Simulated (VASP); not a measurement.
Band structure of ZnS (zinc blende). All values below come from rev-vdW-DF2, VASP's PBE PAW potentials (set 64) (plane waves; VASP).

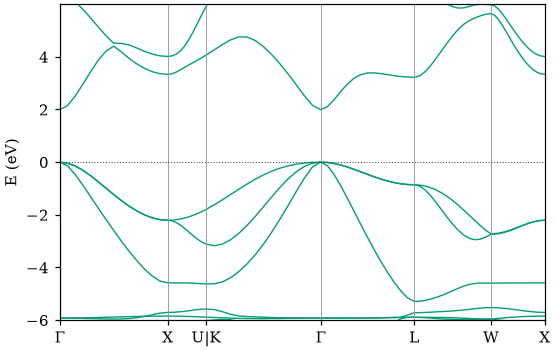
Bands along high-symmetry lines, zero at the valence-band maximum or, without a gap, the Fermi level

Problem. Read the plot: is there a gap, and where are the band edges?

Solution. The gap is direct, 1.99 eV, from the valence maximum at Γ to the conduction minimum at Γ. (Edges off the drawn lines would not show.)

Measured: gap 3.94 eV (computed value off by -1.95 eV), as given by Wei Chen et al., Physical Review Materials (2018), doi:10.1103/physrevmaterials.2.073803 [zero-point renormalisation of 0.1 eV added back (the table's ZPR column)].

The compound is ZnS in the zinc blende structure. The cell was not relaxed at this level.
